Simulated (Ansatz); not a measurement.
**Run report: C3H9B, geometry relaxation (part 1 of 2)**

System: C3H9B.
Method: RKS revPBE/def2-SVP (Ansatz 0.2.0).

It belongs to a series of runs on one base structure; here: end point B relaxed. Figures and captions count atoms from 1; the log counts them from 0 in places.

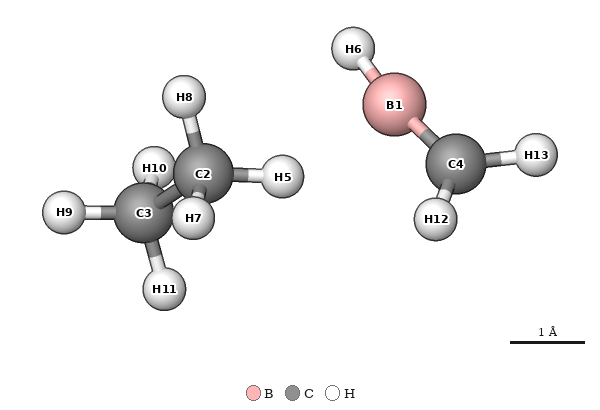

*The input geometry (ball-and-stick view, seen at a tilt; atoms are numbered from 1 in the order of the input).*

Bond lengths as drawn: B–C 1.40 Å, B–H 1.20 Å, C–C 1.53 Å and C–H 1.10 to 1.11 Å.

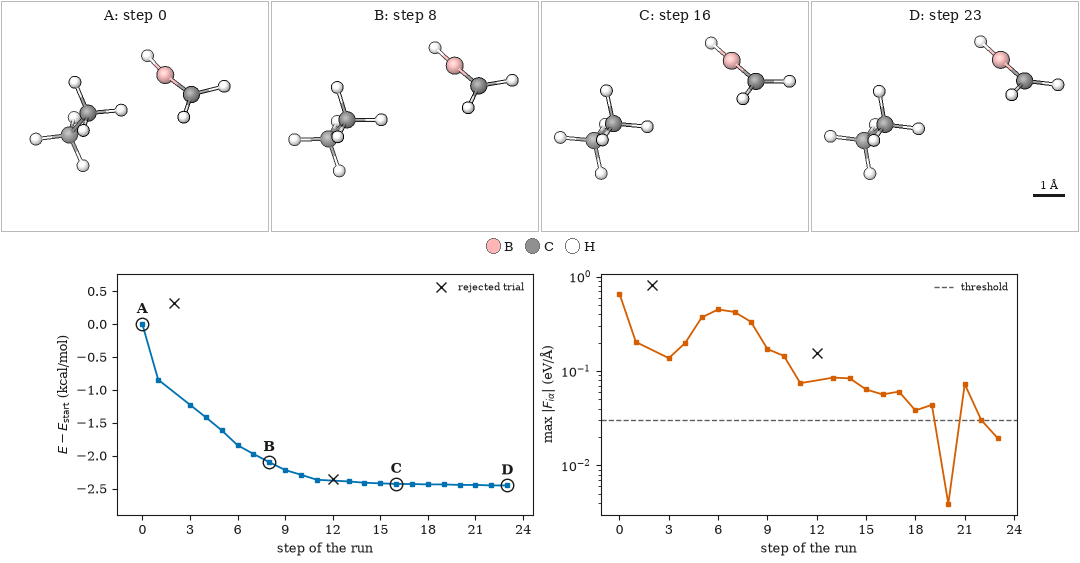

*Frames of the relaxation (ball-and-stick view, seen at a tilt) above the curves, on which the letters mark them (the first geometry is step 0 here and step 1 in the log).*

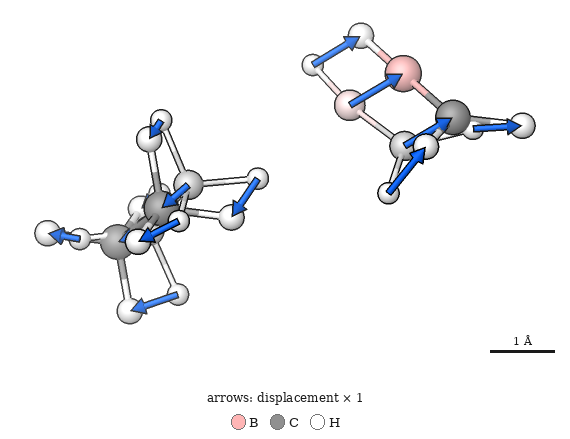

*Start (faint) and end (solid) with the displacements as blue arrows, at true length (ball-and-stick view, seen at a tilt). The two geometries are laid on each other by the best rigid fit.*

Over 23 geometry steps the energy falls by 2.45 kcal/mol. Largest force component: 0.66 eV/Å at the start, 0.019 eV/Å at the end. The line search rejected the trial steps at points 2, 12 (counted from 0) and went back. B1 moves most after the best rigid fit: 0.98 Å. By element the largest moves are B 0.98 Å, H 0.96 Å, C 0.88 Å. Among the contacts that change: C2–H5 1.098 → 1.110 Å, B1–C4 1.401 → 1.396 Å, C4–H12 1.099 → 1.104 Å. Among the angles that change: C4–B1–H6 171.1° → 179.7°, B1–C4–H12 128.5° → 122.7°, B1–C4–H13 117.2° → 122.3°. (Atoms are counted from 1 in the order of the input.)

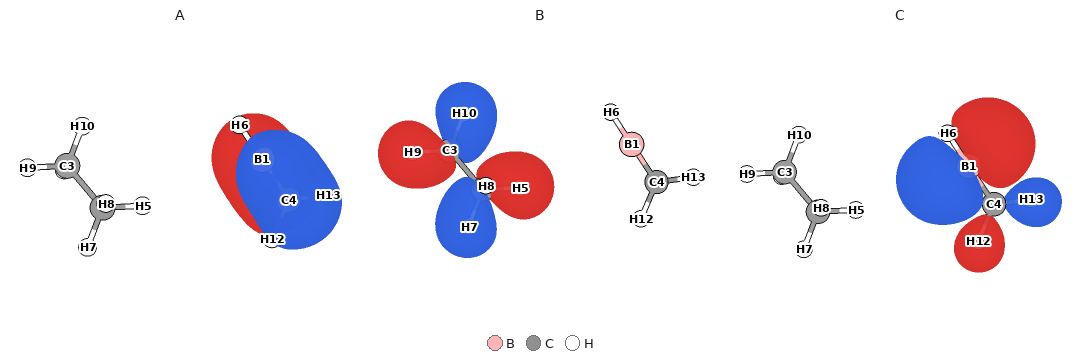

*Three frontier orbitals at ±0.1 Å⁻³ᐟ² (blue and red are the two phases).*

B is the HOMO−1 (−8.01 eV). Its weight (Hirshfeld) is mainly on C3 (25 %), C2 (25 %), H9 (15 %), H5 (15 %) and H10 (10 %). A is the HOMO (−5.43 eV). C is the LUMO (−2.33 eV). It lies mainly on B1 (65 %) and C4 (15 %). The HOMO–LUMO gap is 3.10 eV between the orbital energies.

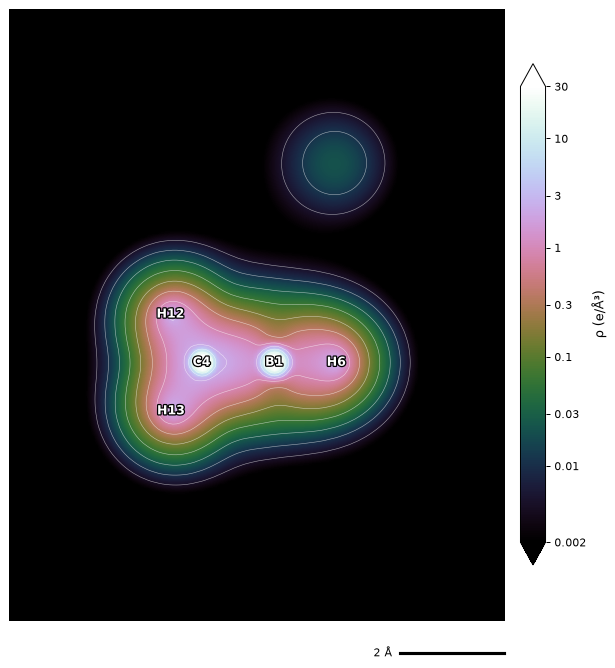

*Total electron density on the plane of atoms B1, C4 and H12.*

B–H (1.20 Å): ρ at the midpoint is about 1.2 e/Å³.

The input that produced these results follows, with the program's output.

**Input file**
```yaml
crystal:
  periodic: [false, false, false]
  atoms:
    - { symbol: B, position_ang: [-0.586166, 1.770101, 0.421612] }
    - { symbol: C, position_ang: [0.75684, -0.782246, 0.131451] }
    - { symbol: C, position_ang: [-0.223857, -1.952885, 0.24751] }
    - { symbol: C, position_ang: [-0.270632, 2.3778, -0.800365] }
    - { symbol: H, position_ang: [0.247195, 0.139034, -0.179605] }
    - { symbol: H, position_ang: [-0.95412, 1.403507, 1.501452] }
    - { symbol: H, position_ang: [1.530999, -0.957104, -0.64504] }
    - { symbol: H, position_ang: [1.28073, -0.580064, 1.087242] }
    - { symbol: H, position_ang: [0.302468, -2.890589, 0.521786] }
    - { symbol: H, position_ang: [-0.993291, -1.768163, 1.025437] }
    - { symbol: H, position_ang: [-0.756756, -2.135647, -0.708055] }
    - { symbol: H, position_ang: [0.354273, 1.989127, -1.617058] }
    - { symbol: H, position_ang: [-0.687683, 3.387131, -0.986367] }
basis:
  gaussian: { orbitals: def2-SVP }
hamiltonian:
  xc: revpbe
relax:
  f_tol: 0.03
  max_steps: 50
output:
  orbitals: {}
```

Command:
```bash
ansatz run input.yaml --threads 2 --pin off --max-ram 3072MiB --backend cpu --events-out ev --progress --plain --runs-dir out
```

**Output**
```
The last accepted step is kept in [file] (removed where the run ends without a failure and the disk answers)
Engine: ansatz 0.2.0, x86_64-unknown-linux-gnu
Functional definition: revPBE
  parameter kappa = 1.245
  parameter beta = 0.06672455060314922
  exchange = pbe_x(kappa = kappa, mu = beta*pi^2/3)
  correlation = pbe_c(beta = beta)
1150 factors; their error is unknown
mean field evaluation 1: about -3913.7482 eV, gradient 7.4e1 eV
mean field evaluation 2: about -3888.1117 eV, gradient 1.1e2 eV
mean field evaluation 4: about -3927.5191 eV, gradient 1.3e1 eV
mean field evaluation 8: about -3928.0410 eV, gradient 1.5e-1 eV
mean field evaluation 16: about -3927.9985 eV, gradient 1.7e-4 eV
mean field -3927.99853369 eV, -144.3512836202 hartree, gradient 4.8e-5 eV, S^2 0.000000; 0 other end points of the search recorded, 0 dependent functions left out
the calculation of the forces begins
reference -3927.99858149 eV, -144.3512853765 hartree; 16, 16 occupied and 85, 85 virtual orbitals, 1150 factors
relax step   1: F+E_penalty+E_count = -3927.99853369 eV  Δ(F+E_penalty+E_count) = +0.000e0 eV  max|allowed force component| = 6.588e-1 eV/Å  Δτ_max = 0.0000 Å  (27 SCF iters, accepted)
these checks for a lower state are left out or cut short: starts, cluster_reference, orbital_swaps, neighbouring_geometries, increment
1150 factors; their error is unknown
mean field -3928.03515673 eV, -144.3526294921 hartree, gradient 6.0e-6 eV, S^2 0.000000; 0 other end points of the search recorded, 0 dependent functions left out
[... from here on the field's lines of each further geometry are left out, up to the last ...]
relax step   2: F+E_penalty+E_count = -3928.03515673 eV  Δ(F+E_penalty+E_count) = -3.662e-2 eV  max|allowed force component| = 2.030e-1 eV/Å  Δτ_max = 0.1964 Å  (30 SCF iters, accepted)
relax step   3: F+E_penalty+E_count = -3927.98450177 eV  Δ(F+E_penalty+E_count) = +5.065e-2 eV  max|allowed force component| = 8.243e-1 eV/Å  Δτ_max = 0.1846 Å  (28 SCF iters, rejected (line search))
relax step   4: F+E_penalty+E_count = -3928.05165531 eV  Δ(F+E_penalty+E_count) = -1.650e-2 eV  max|allowed force component| = 1.369e-1 eV/Å  Δτ_max = 0.0923 Å  (28 SCF iters, accepted)
relax step   5: F+E_penalty+E_count = -3928.05993049 eV  Δ(F+E_penalty+E_count) = -8.275e-3 eV  max|allowed force component| = 1.984e-1 eV/Å  Δτ_max = 0.0975 Å  (29 SCF iters, accepted)
relax step   6: F+E_penalty+E_count = -3928.06851843 eV  Δ(F+E_penalty+E_count) = -8.588e-3 eV  max|allowed force component| = 3.693e-1 eV/Å  Δτ_max = 0.1469 Å  (29 SCF iters, accepted)
relax step   7: F+E_penalty+E_count = -3928.07832760 eV  Δ(F+E_penalty+E_count) = -9.809e-3 eV  max|allowed force component| = 4.491e-1 eV/Å  Δτ_max = 0.1489 Å  (29 SCF iters, accepted)
relax step   8: F+E_penalty+E_count = -3928.08408057 eV  Δ(F+E_penalty+E_count) = -5.753e-3 eV  max|allowed force component| = 4.222e-1 eV/Å  Δτ_max = 0.1115 Å  (28 SCF iters, accepted)
relax step   9: F+E_penalty+E_count = -3928.08950374 eV  Δ(F+E_penalty+E_count) = -5.423e-3 eV  max|allowed force component| = 3.317e-1 eV/Å  Δτ_max = 0.0590 Å  (30 SCF iters, accepted)
relax step  10: F+E_penalty+E_count = -3928.09471476 eV  Δ(F+E_penalty+E_count) = -5.211e-3 eV  max|allowed force component| = 1.710e-1 eV/Å  Δτ_max = 0.0644 Å  (28 SCF iters, accepted)
relax step  11: F+E_penalty+E_count = -3928.09780971 eV  Δ(F+E_penalty+E_count) = -3.095e-3 eV  max|allowed force component| = 1.446e-1 eV/Å  Δτ_max = 0.0510 Å  (29 SCF iters, accepted)
relax step  12: F+E_penalty+E_count = -3928.10111971 eV  Δ(F+E_penalty+E_count) = -3.310e-3 eV  max|allowed force component| = 7.435e-2 eV/Å  Δτ_max = 0.0601 Å  (28 SCF iters, accepted)
relax step  13: F+E_penalty+E_count = -3928.10029766 eV  Δ(F+E_penalty+E_count) = +8.221e-4 eV  max|allowed force component| = 1.568e-1 eV/Å  Δτ_max = 0.0849 Å  (29 SCF iters, rejected (line search))
relax step  14: F+E_penalty+E_count = -3928.10223249 eV  Δ(F+E_penalty+E_count) = -1.113e-3 eV  max|allowed force component| = 8.514e-2 eV/Å  Δτ_max = 0.0422 Å  (28 SCF iters, accepted)
relax step  15: F+E_penalty+E_count = -3928.10308179 eV  Δ(F+E_penalty+E_count) = -8.493e-4 eV  max|allowed force component| = 8.371e-2 eV/Å  Δτ_max = 0.0551 Å  (29 SCF iters, accepted)
relax step  16: F+E_penalty+E_count = -3928.10347946 eV  Δ(F+E_penalty+E_count) = -3.977e-4 eV  max|allowed force component| = 6.382e-2 eV/Å  Δτ_max = 0.0350 Å  (27 SCF iters, accepted)
relax step  17: F+E_penalty+E_count = -3928.10387085 eV  Δ(F+E_penalty+E_count) = -3.914e-4 eV  max|allowed force component| = 5.649e-2 eV/Å  Δτ_max = 0.0432 Å  (28 SCF iters, accepted)
relax step  18: F+E_penalty+E_count = -3928.10394116 eV  Δ(F+E_penalty+E_count) = -7.031e-5 eV  max|allowed force component| = 6.054e-2 eV/Å  Δτ_max = 0.0303 Å  (28 SCF iters, accepted)
relax step  19: F+E_penalty+E_count = -3928.10418057 eV  Δ(F+E_penalty+E_count) = -2.394e-4 eV  max|allowed force component| = 3.825e-2 eV/Å  Δτ_max = 0.0283 Å  (28 SCF iters, accepted)
relax step  20: F+E_penalty+E_count = -3928.10419748 eV  Δ(F+E_penalty+E_count) = -1.691e-5 eV  max|allowed force component| = 4.379e-2 eV/Å  Δτ_max = 0.0106 Å  (29 SCF iters, accepted)
relax step  21: F+E_penalty+E_count = -3928.10452112 eV  Δ(F+E_penalty+E_count) = -3.236e-4 eV  max|allowed force component| = 3.926e-3 eV/Å  Δτ_max = 0.0255 Å  (28 SCF iters, accepted)
relax step  22: F+E_penalty+E_count = -3928.10452593 eV  Δ(F+E_penalty+E_count) = -4.812e-6 eV  max|allowed force component| = 7.267e-2 eV/Å  Δτ_max = 0.0878 Å  (28 SCF iters, accepted)
relax step  23: F+E_penalty+E_count = -3928.10484091 eV  Δ(F+E_penalty+E_count) = -3.150e-4 eV  max|allowed force component| = 3.031e-2 eV/Å  Δτ_max = 0.0130 Å  (30 SCF iters, accepted)
the calculation of the forces begins
reference -3928.10494826 eV, -144.3551942832 hartree; 16, 16 occupied and 85, 85 virtual orbitals, 1150 factors
relax step  24: F+E_penalty+E_count = -3928.10489629 eV  Δ(F+E_penalty+E_count) = -5.538e-5 eV  max|allowed force component| = 1.947e-2 eV/Å  Δτ_max = 0.0100 Å  (23 SCF iters, accepted)
1150 factors; their error is unknown
mean field evaluation 192: about -3928.1049 eV, gradient 1.8e-2 eV
mean field -3928.10489629 eV, -144.3551923737 hartree, gradient 1.4e-5 eV, S^2 0.000000; 1 other end points of the search recorded, 0 dependent functions left out
the calculation of the forces begins
reference -3928.10494826 eV, -144.3551942832 hartree; 16, 16 occupied and 85, 85 virtual orbitals, 1150 factors
Total energy: -3928.10494826 eV, -144.3551942832 hartree
Atom 0 at    -0.802461     2.720999     0.464632 Å, force     0.010635     0.010961    -0.015852 eV/Å
Atom 1 at     0.843532    -1.319759     0.015026 Å, force     0.005418     0.005653    -0.000823 eV/Å
Atom 2 at    -0.116659    -2.473471     0.332422 Å, force    -0.002791     0.000432     0.000579 eV/Å
Atom 3 at    -0.431110     3.242666    -0.775571 Å, force    -0.009995     0.006542    -0.012468 eV/Å
Atom 4 at     0.331874    -0.501311    -0.533839 Å, force    -0.004023     0.000693    -0.004258 eV/Å
Atom 5 at    -1.122187     2.280263     1.529183 Å, force    -0.007274    -0.010296     0.019474 eV/Å
Atom 6 at     1.694181    -1.656009    -0.614346 Å, force    -0.000113     0.001956     0.000353 eV/Å
Atom 7 at     1.274036    -0.879598     0.939189 Å, force     0.003648    -0.001366     0.002896 eV/Å
Atom 8 at     0.394233    -3.293309     0.879168 Å, force     0.005040    -0.005802     0.004978 eV/Å
Atom 9 at    -0.966492    -2.137633     0.962709 Å, force    -0.004701     0.002497     0.002555 eV/Å
Atom 10 at    -0.547218    -2.912976    -0.591372 Å, force    -0.003333    -0.002745    -0.007000 eV/Å
Atom 11 at     0.458906     2.893369    -1.327715 Å, force    -0.007772     0.006185     0.004778 eV/Å
Atom 12 at    -1.010634     4.036771    -1.279487 Å, force     0.015261    -0.014709     0.004787 eV/Å
Dipole moment:    -0.024637    -0.028856     0.057762 e Å
```

**Trajectory as extended XYZ (Å, eV, eV/Å), 17 of the 24 frames kept, from step=1 to step=24**
```
13
Properties=species:S:1:pos:R:3:forces:R:3 step=1 energy=-3927.99853
B    -0.5862    1.7701    0.4216    0.0006  -0.0393   0.0322
C     0.7568   -0.7822    0.1315    0.3612  -0.6588   0.2492
C    -0.2239   -1.9529    0.2475   -0.0042   0.0056  -0.0013
C    -0.2706    2.3778   -0.8004   -0.0545   0.2626  -0.0892
H     0.2472    0.1390   -0.1796   -0.3181   0.4234  -0.1644
H    -0.9541    1.4035    1.5015    0.0081   0.0161  -0.0264
H     1.5310   -0.9571   -0.6450    0.0010   0.0028   0.0025
H     1.2807   -0.5801    1.0872    0.0146  -0.0004  -0.0032
H     0.3025   -2.8906    0.5218    0.0021  -0.0087  -0.0041
H    -0.9933   -1.7682    1.0254   -0.0025   0.0069   0.0010
H    -0.7568   -2.1356   -0.7081   -0.0014  -0.0115  -0.0080
H     0.3543    1.9891   -1.6171   -0.0058  -0.0022   0.0102
H    -0.6877    3.3871   -0.9864   -0.0011   0.0036   0.0015
13
Properties=species:S:1:pos:R:3:forces:R:3 step=2 energy=-3928.03516
B    -0.5722    1.8355    0.3604   -0.0203   0.1603  -0.0722
C     0.7722   -0.8555    0.1701    0.1486  -0.2030  -0.0284
C    -0.2179   -2.0190    0.2684   -0.0090   0.0133   0.0003
C    -0.2770    2.5221   -0.8294   -0.1320  -0.0724   0.0133
H     0.2530    0.0801   -0.1353   -0.0858   0.1332  -0.0200
H    -0.9254    1.4197    1.4282    0.0352   0.0191  -0.0384
H     1.5443   -1.0202   -0.6107   -0.0015  -0.0302   0.0168
H     1.2975   -0.6620    1.1268   -0.0202   0.0213   0.0043
H     0.2994   -2.9636    0.5359   -0.0021  -0.0135   0.0037
H    -0.9905   -1.8326    1.0429    0.0000  -0.0103   0.0044
H    -0.7466   -2.1871   -0.6926    0.0085  -0.0125   0.0042
H     0.3071    2.1645   -1.6920    0.0245   0.0241   0.0723
H    -0.7437    3.5180   -0.9727    0.0543  -0.0294   0.0398
```
